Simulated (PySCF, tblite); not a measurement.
**2-bromoacrylic acid (C3H3BrO2): isotopologues and vibrational averages**

Aim: rotational constants, zero-point energies and shieldings of isotopologues of 2-bromoacrylic acid (C3H3BrO2) (`C=C(Br)C(=O)O`).

Programs: PySCF 2.14.0 with density-fitted response routines of our own, and tblite 0.8.0. All values are computed, except where a source is named. Atoms count from 0 throughout.

## Step 1: The molecule as given

9 atoms, charge 0, multiplicity 1; geometry from: force field or distance geometry start.

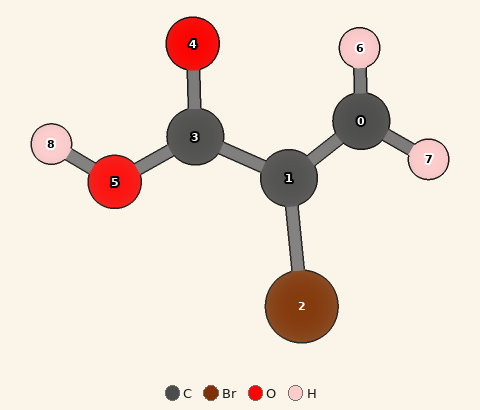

The starting geometry (carbon dark grey, bromine brown, oxygen red, hydrogen pink), atoms numbered.

## Step 2: GFN2-xTB relaxation, lowest of a short conformer search

What the job is given:

```
{"job": {"xc": "GFN2-xTB", "basis": "xTB", "kind": "relax"}, "charge": 0, "multiplicity": 1}
C     -1.446100    -0.178900     0.559500
C     -0.528500     0.312900    -0.261400
Br    -0.923300     1.557200    -1.581300
C      0.859700    -0.130800    -0.074600
O      1.056800    -1.007600     0.917000
O      1.913600     0.241900    -0.795400
H     -1.295600    -0.871700     1.336400
H     -2.450100     0.252900     0.365200
H      2.867800    -0.151800    -0.566100
```

Launch:

```console
OMP_NUM_THREADS=1 python ens_run.py task.json out
```

The driver reads the study from task.json and runs its stages one after another.

The program printed:

```text
step      E/eV     max force
  0    -547.06515    7.097
  1    -547.65294    5.037
  2    -547.80357    1.848
  3    -547.85597    0.850
  4    -547.91448    1.045
  5    -547.94057    0.808
  6    -547.96570    0.465
  7    -547.97719    0.434
  8    -547.98965    0.507
  9    -548.00057    0.400
 10    -548.01149    0.321
 11    -548.01778    0.311
 12    -548.02152    0.198
 13    -548.02408    0.152
 14    -548.02624    0.133
 15    -548.02781    0.125
 16    -548.02865    0.086
 17    -548.02920    0.081
 18    -548.02972    0.081
 19    -548.03020    0.070
 20    -548.03058    0.086
 21    -548.03092    0.089
 22    -548.03129    0.089
 23    -548.03166    0.097
 24    -548.03191    0.058
 25    -548.03205    0.041
 26    -548.03215    0.035
 27    -548.03225    0.039
 28    -548.03231    0.023
 29    -548.03232    0.009
 30    -548.03233    0.008
 31    -548.03233    0.010
 32    -548.03233    0.009
 33    -548.03234    0.005
 34    -548.03234    0.002
```

Wall time 0.15 s (1 thread of Arm Neoverse V2, shared host).

Gain 0.967 eV; displacement 0.14 Å root mean square.

## Step 3: Tight optimisation and Hessian

What the job is given:

```
{"job": {"xc": "PBE0", "basis": "pcSseg-1", "grid": 2, "temperatures": [100, 300], "kind": "geom"}, "charge": 0, "multiplicity": 1}
C     -1.501679    -0.134133     0.538820
C     -0.477957     0.273395    -0.200379
Br    -0.682925     1.522950    -1.606859
C      0.902262    -0.227472     0.027664
O      1.179283    -1.020703     0.888966
O      1.790057     0.290742    -0.815313
H     -1.329508    -0.847552     1.327835
H     -2.504889     0.220971     0.381843
H      2.679600    -0.054223    -0.643294
```

The program printed:

```text
step   0  E = -77275.5360779 eV  max force = 0.39846
step   1  E = -77275.5675490 eV  max force = 0.31957
step   2  E = -77275.5737571 eV  max force = 0.09575
step   3  E = -77275.5741244 eV  max force = 0.01248
step   4  E = -77275.5741378 eV  max force = 0.00128
step   5  E = -77275.5741378 eV  max force = 0.00128
step   6  E = -77275.5741380 eV  max force = 0.00020
harmonic wavenumbers (cm-1): 59.8 200.0 347.6 355.9 390.1 540.3 624.3 683.7 697.8 826.7 863.9 979.4 1148.1 1202.4 1378.4 1416.7 1686.6 1838.7 3175.5 3281.0 3753.1
```

Wall time 12 min (1 thread of Arm Neoverse V2, shared host); peak memory 0.7 GiB.

## Step 4: Displacements along the modes, parent

What the job is given:

```
{"job": {"xc": "PBE0", "basis": "pcSseg-1", "grid": 2, "temperatures": [100, 300], "kind": "vib", "mass_numbers": [12, 12, 79, 12, 16, 16, 1, 1, 1]}, "charge": 0, "multiplicity": 1}
C     -1.481832    -0.131131     0.532230
C     -0.480305     0.295990    -0.228356
Br    -0.757791     1.542025    -1.615982
C      0.901955    -0.216226     0.011688
O      1.160372    -1.014314     0.875910
O      1.814159     0.292347    -0.817341
H     -1.264910    -0.850932     1.318428
H     -2.500111     0.216695     0.389786
H      2.662711    -0.110479    -0.567083
```

The program printed:

```text
mode    cm-1    km/mol   phi_rrr   E(+)/cm-1  E(-)/cm-1
  1     59.85     3.52      -3.0      12.80      13.10
  2    199.96     0.72      27.7      37.06      35.13
  3    347.61     1.05     -12.5      62.63      63.42
  4    355.86    14.16       0.2      64.80      64.71
  5    390.06     0.83     -40.9      68.79      71.76
  6    540.31    32.50     -14.5      96.86      97.88
  7    624.34    55.62      -1.8     122.13     122.24
  8    683.72    48.33      52.2     125.10     121.33
  9    697.84    50.25      -0.5     128.21     127.99
 10    826.73    38.05       0.3     148.96     149.02
 11    863.90    19.50      70.5     158.56     153.41
 12    979.37    34.37      -0.2     178.33     178.47
 13   1148.07    49.62      -1.9     206.77     206.88
 14   1202.45   281.96      -3.5     217.97     218.11
 15   1378.44     1.74      57.2     250.34     246.22
 16   1416.65   159.95      55.3     257.11     253.09
 17   1686.62    47.70     408.0     318.85     289.50
 18   1838.67   234.10    -533.5     312.65     351.02
 19   3175.54     2.93   -1327.3     526.52     621.95
 20   3280.99     2.81     442.2     609.44     577.72
 21   3753.12   122.02    2560.3     775.78     592.23
```

Run time: 12 min. Hardware: 1 thread of Arm Neoverse V2, shared host; peak memory 0.77 GiB.

## Step 5: Displacements along the modes, 13C at atom 0

Changed since step 4:

```diff
@@ -1,2 +1,2 @@
-{"job": {"xc": "PBE0", "basis": "pcSseg-1", "grid": 2, "temperatures": [100, 300], "kind": "vib", "mass_numbers": [12, 12, 79, 12, 16, 16, 1, 1, 1]}, "charge": 0, "multiplicity": 1}
+{"job": {"xc": "PBE0", "basis": "pcSseg-1", "grid": 2, "temperatures": [100, 300], "kind": "vib", "mass_numbers": [13, 12, 79, 12, 16, 16, 1, 1, 1]}, "charge": 0, "multiplicity": 1}
 C     -1.481832    -0.131131     0.532230
```

The program printed:

```text
mode    cm-1    km/mol   phi_rrr   E(+)/cm-1  E(-)/cm-1
  1     59.44     3.47       3.0      13.09      12.77
  2    199.36     0.71      27.4      36.94      35.03
  3    341.24     0.98      10.9      62.18      61.50
  4    355.05    13.90      -0.2      64.55      64.65
  5    389.70     0.89     -41.5      68.71      71.71
  6    534.82    30.74     -16.3      95.80      96.95
  7    624.28    55.78       1.8     122.22     122.12
  8    681.34    48.84     -51.0     120.95     124.63
  9    697.81    50.12      -0.3     128.21     127.97
 10    826.73    38.02      -0.2     149.02     148.96
 11    860.61    19.91      67.4     157.88     152.96
 12    969.95    34.52      -0.3     176.64     176.79
 13   1141.92    49.43      -2.0     205.65     205.77
 14   1202.11   283.04      -7.1     217.78     218.17
 15   1378.40     1.87      56.9     250.32     246.22
 16   1415.66   157.78      55.2     256.93     252.91
 17   1659.68    46.61     393.8     313.46     285.13
 18   1838.47   236.80    -535.3     312.55     351.05
 19   3169.12     2.76   -1329.3     525.31     620.88
 20   3267.27     2.68     464.2     607.75     574.45
 21   3753.12   122.02    2560.3     775.78     592.23
```

Wall time 12 min (1 thread of Arm Neoverse V2, shared host); peak memory 0.69 GiB.

## Step 6: Vibrational averages by isotopologue

What the job is given:

```
{"job": {"xc": "PBE0", "basis": "pcSseg-1", "grid": 2, "temperatures": [100, 300], "kind": "iso"}, "charge": 0, "multiplicity": 1}
C     -1.481832    -0.131131     0.532230
C     -0.480305     0.295990    -0.228356
Br    -0.757791     1.542025    -1.615982
C      0.901955    -0.216226     0.011688
O      1.160372    -1.014314     0.875910
O      1.814159     0.292347    -0.817341
H     -1.264910    -0.850932     1.318428
H     -2.500111     0.216695     0.389786
H      2.662711    -0.110479    -0.567083
```

The program printed:

```text
parent
  Be/MHz 4635.35 1552.012 1162.712
  B0/MHz 4599.623 1546.979 1158.0
  ZPE/cm-1 12725.0
  <sigma>(0 K)/ppm 37.548 42.413 1991.527 16.563 -82.784 110.850 23.634 24.430 24.883
13C at atom 0
  Be/MHz 4476.267 1550.291 1151.49
  B0/MHz 4442.02 1545.271 1146.803
  ZPE/cm-1 12683.0
  <sigma>(0 K)/ppm 37.578 42.448 1991.760 16.563 -82.774 110.851 23.637 24.433 24.883
```

Wall time 35 min (1 thread of Arm Neoverse V2, shared host); peak memory 0.77 GiB. This counts the whole study up to here.

Rotational constants (MHz) at equilibrium and in the ground state:

| isotopologue | Be | B0 | zero-point change (cm⁻¹) |
| --- | --- | --- | --- |
| parent | 4635.4, 1552.0, 1162.7 | 4599.6, 1547.0, 1158.0 | 0.0 |
| 13C at atom 0 | 4476.3, 1550.3, 1151.5 | 4442.0, 1545.3, 1146.8 | -42.0 |

Shieldings of the first species (ppm): at equilibrium, the vibrational parts at 0 K, and the averages:

```
atom  equilibrium  anharmonic  harmonic      0 K    100 K    300 K
  C0        41.42        0.05     -3.93    37.55    37.74    38.11
  C1        45.67       -1.08     -2.18    42.41    42.29    41.73
 Br2      2039.41      -12.01    -35.87  1991.53  1988.95  1974.63
  C3        18.69       -0.02     -2.10    16.56    16.40    15.79
  O4       -68.30       -1.45    -13.04   -82.78   -84.17   -89.41
  O5       120.83        1.28    -11.26   110.85   110.90   110.81
  H6        24.07       -0.01     -0.42    23.63    23.66    23.73
  H7        24.90       -0.03     -0.43    24.43    24.44    24.46
  H8        25.33        0.12     -0.57    24.88    24.88    24.88
```

Isotope effects on the shieldings at 0 K (ppb; positive means more shielded):

```csv
atom,13C at atom 0
C0,30
C1,36
Br2,233
C3,0
O4,10
O5,1
H6,3
H7,3
H8,0
```

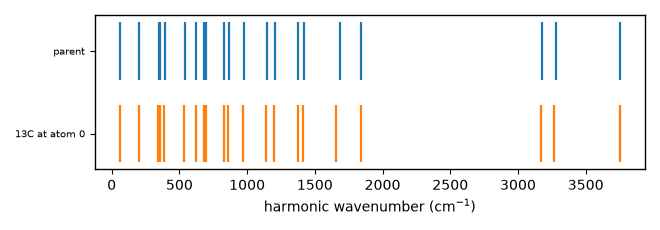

Harmonic wavenumbers of each isotopologue.

## Step 7: What came out

| quantity | value |
| --- | --- |
| point group | Cs |
| B0 of the first species | 4599.6, 1547.0, 1158.0 MHz |
| zero-point energy | 12725 cm⁻¹ |
| zero-point change of σ(Br2) | -47.88 ppm |

Zero-point motion changes the shielding of Br2 most, by -47.88 ppm. The largest secondary isotope effect is 233 ppb on Br2, 2 bonds from the change (13C at atom 0). The job flags a low mode; perturbation theory is less sure for low modes. Internal rotors are held in one well. Spin-orbit coupling is left out, which matters at and beside the heavy atoms.
